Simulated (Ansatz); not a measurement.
## C$_{2}$H$_{7}$BrGe: a changed input and its effect

System: C$_{2}$H$_{7}$BrGe.
Method of the first run: RKS wB97X-V/def2-SVP (Ansatz 0.2.0).

The geometry comes from this level: B3LYP-D4/def2-SVP. Text and figures count atoms from 1; the logs count them from 0 in places.

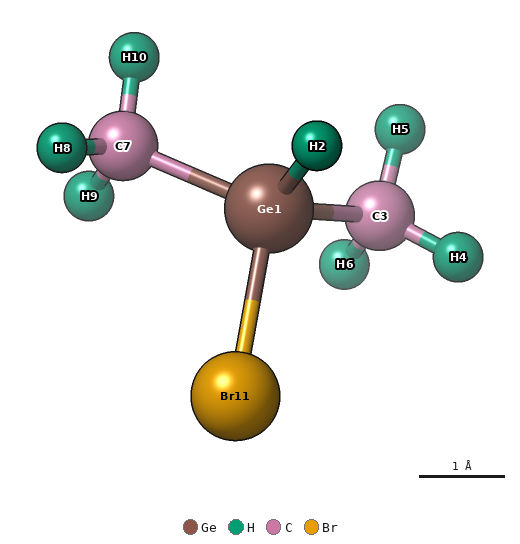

**Figure 1.** The structure as given in the input (ball-and-stick view, seen at a tilt; atoms are numbered from 1 in the order of the input). Sticks mark near contacts.

**The input, the first run**
```yaml
crystal:
  periodic: [false, false, false]
  atoms:
    - {symbol: Ge, position_ang: [-0.253830, -0.432171, 0.490688]}
    - {symbol: H, position_ang: [-0.307492, -0.528832, 2.030659]}
    - {symbol: C, position_ang: [1.582606, -0.521968, -0.181242]}
    - {symbol: H, position_ang: [2.067026, -1.450037, 0.154264]}
    - {symbol: H, position_ang: [2.159673, 0.338502, 0.193272]}
    - {symbol: H, position_ang: [1.579345, -0.499856, -1.280820]}
    - {symbol: C, position_ang: [-1.224265, 1.131512, -0.176395]}
    - {symbol: H, position_ang: [-2.265263, 1.114597, 0.176583]}
    - {symbol: H, position_ang: [-1.221629, 1.130930, -1.276194]}
    - {symbol: H, position_ang: [-0.739458, 2.053169, 0.183074]}
    - {symbol: Br, position_ang: [-1.376723, -2.335854, -0.313888]}
basis:
  gaussian: {orbitals: def2-SVP}
hamiltonian: {xc: {name: wB97X-V}}
output: {forces: true}
```

Command:
```bash
ansatz run in.yaml --threads 4 --pin off --events-out ev --progress --plain --max-ram 3916MiB
```

Hardware: 4 threads of Arm Neoverse V2, 23 GiB of memory available, shared host.

**Output (the first run)**
```
Functional definition: wB97X-V
  parameter omega = 0.3/bohr
  parameter cx = 0.167
  parameter cx1 = 0.603
  parameter cx2 = 1.194
  parameter css0 = 0.556
  parameter css1 = -0.257
  parameter cos0 = 1.219
  parameter cos1 = -1.850
  parameter b = 6.0
  parameter c = 0.01
  exchange = spin_sum(e_x_unif_sr(omega)*poly(b97_u_x, 1 - cx, cx1, cx2)) + cx*exact_x_sr(omega) + exact_x_lr(omega)
  correlation = spin_sum(e_c_pw_same_spin*poly(b97_u_same, css0, css1))
      + integral(e_c_pw_opposite_spin*poly(b97_u_opposite, cos0, cos1)) + vv10(b, c)
1278 factors; integrals over basis functions are off by at most 1.4e-3 eV
329 factors; integrals over basis functions are off by at most 6.9e-6 eV
mean field evaluation 1: about -128721.6941 eV, gradient 3.9e1 eV
mean field evaluation 2: about -128723.3604 eV, gradient 3.1e1 eV
mean field evaluation 4: about -128725.1707 eV, gradient 1.1e0 eV
mean field evaluation 8: about -128725.2367 eV, gradient 4.4e-2 eV
mean field evaluation 16: about -128725.2367 eV, gradient 2.8e-5 eV
mean field -128725.23672339 eV, -4730.5651964853 hartree, gradient 2.8e-5 eV, S^2 0.000000; 0 other end points of the search recorded, 0 dependent functions left out
the calculation of the forces begins
reference -128725.23672165 eV, -4730.5651964214 hartree; 43, 43 occupied and 84, 84 virtual orbitals, 1278 factors
Total energy: -128725.23672165 eV, -4730.5651964214 hartree
Atom 0 at    -0.253830    -0.432171     0.490688 Å, force    -0.035800    -0.062983    -0.170806 eV/Å
Atom 1 at    -0.307492    -0.528832     2.030659 Å, force    -0.006109    -0.009172    -0.114585 eV/Å
Atom 2 at     1.582606    -0.521968    -0.181242 Å, force    -0.302781     0.010110     0.110665 eV/Å
Atom 3 at     2.067026    -1.450037     0.154264 Å, force     0.022912    -0.032462     0.007405 eV/Å
Atom 4 at     2.159673     0.338502     0.193272 Å, force     0.019749     0.019775     0.004308 eV/Å
Atom 5 at     1.579345    -0.499856    -1.280820 Å, force     0.008647    -0.001885    -0.041002 eV/Å
Atom 6 at    -1.224265     1.131512    -0.176395 Å, force     0.155322    -0.258609     0.110545 eV/Å
Atom 7 at    -2.265263     1.114597     0.176583 Å, force    -0.039336     0.003884     0.007256 eV/Å
Atom 8 at    -1.221629     1.130930    -1.276194 Å, force    -0.005272     0.006632    -0.040900 eV/Å
Atom 9 at    -0.739458     2.053169     0.183074 Å, force     0.007263     0.026537     0.004810 eV/Å
Atom 10 at    -1.376723    -2.335854    -0.313888 Å, force     0.175405     0.298173     0.122305 eV/Å
Dipole moment:     0.295828     0.502283     0.062602 e Å
```

For the second run the input was changed thus:
```diff
-  gaussian: {orbitals: def2-SVP}
-hamiltonian: {xc: {name: wB97X-V}}
+  gaussian: {orbitals: cc-pVDZ}
+hamiltonian: {xc: {name: wB97M-V}}
```

How does the second run compare with the first run?

The total energies belong to different models, so their difference says nothing on which is more stable or more accurate. The largest force goes from 0.367 to 0.242 eV/Å. The dipole moment goes from 2.82 to 2.86 D. The functional changes from wB97X-V to wB97M-V. The basis functions go from 127 to 117.

**Output (the second run)**
```
Functional definition: wB97M-V
  parameter omega = 0.3/bohr
  parameter cx = 0.15
  parameter cx01 = 1.007
  parameter cx10 = 0.259
  parameter css00 = 0.443
  parameter css04 = -1.437
  parameter css10 = -4.535
  parameter css20 = -3.390
  parameter css43 = 4.278
  parameter cos00 = 1.000
  parameter cos10 = 1.358
  parameter cos20 = 2.924
  parameter cos21 = -8.812
  parameter cos60 = -1.390
  parameter cos61 = 9.142
  parameter b = 6.0
  parameter c = 0.01
  gx(w, u) = 1 - cx + cx01*u + cx10*w
  gss(w, u) = css00 + css04*u^4 + css10*w + css20*w^2 + css43*w^4*u^3
  gos(w, u) = cos00 + cos10*w + (cos20 + cos21*u)*w^2 + (cos60 + cos61*u)*w^6
  exchange = spin_sum(e_x_unif_sr(omega)*gx(b97_w, b97_u_x)) + cx*exact_x_sr(omega) + exact_x_lr(omega)
  correlation = spin_sum(e_c_pw_mod_same_spin*gss(b97_w, b97_u_same))
      + integral(e_c_pw_mod_opposite_spin*gos(b97_w_opposite, b97_u_opposite)) + vv10(b, c)
1206 factors; integrals over basis functions are off by at most 1.1e-3 eV
347 factors; integrals over basis functions are off by at most 3.8e-6 eV
mean field evaluation 1: about -128740.3719 eV, gradient 3.9e1 eV
mean field evaluation 2: about -128742.0938 eV, gradient 2.9e1 eV
mean field evaluation 4: about -128744.1339 eV, gradient 6.2e-1 eV
mean field evaluation 8: about -128744.1920 eV, gradient 1.1e-2 eV
mean field evaluation 16: about -128744.1920 eV, gradient 2.0e-5 eV
mean field -128744.19201084 eV, -4731.2617904506 hartree, gradient 2.0e-5 eV, S^2 0.000000; 0 other end points of the search recorded, 0 dependent functions left out
the calculation of the forces begins
reference -128744.19205366 eV, -4731.2617920244 hartree; 43, 43 occupied and 74, 74 virtual orbitals, 1206 factors
Total energy: -128744.19205366 eV, -4731.2617920244 hartree
Atom 0 at    -0.253830    -0.432171     0.490688 Å, force     0.033932     0.055150    -0.094751 eV/Å
Atom 1 at    -0.307492    -0.528832     2.030659 Å, force    -0.010333    -0.016378    -0.125981 eV/Å
Atom 2 at     1.582606    -0.521968    -0.181242 Å, force    -0.193632    -0.018550     0.060433 eV/Å
Atom 3 at     2.067026    -1.450037     0.154264 Å, force    -0.018168     0.030871    -0.009564 eV/Å
Atom 4 at     2.159673     0.338502     0.193272 Å, force    -0.026010    -0.030376    -0.012874 eV/Å
Atom 5 at     1.579345    -0.499856    -1.280820 Å, force    -0.002346    -0.000166     0.033754 eV/Å
Atom 6 at    -1.224265     1.131512    -0.176395 Å, force     0.076933    -0.177031     0.060898 eV/Å
Atom 7 at    -2.265263     1.114597     0.176583 Å, force     0.035678    -0.001888    -0.010960 eV/Å
Atom 8 at    -1.221629     1.130930    -1.276194 Å, force     0.002746    -0.001637     0.033771 eV/Å
Atom 9 at    -0.739458     2.053169     0.183074 Å, force    -0.015001    -0.037780    -0.011580 eV/Å
Atom 10 at    -1.376723    -2.335854    -0.313888 Å, force     0.116202     0.197785     0.076854 eV/Å
Dipole moment:     0.300977     0.510982     0.063343 e Å
```

**The two runs side by side**

```tsv
quantity	the first run	the second run
outcome	converged	converged
total energy (hartree)	−4730.565196	−4731.261792
dipole moment (D)	2.82	2.86
largest force (eV/Å)	0.367	0.242
basis functions	127	117
wall time (shared host)	5.5 s	7 s
```
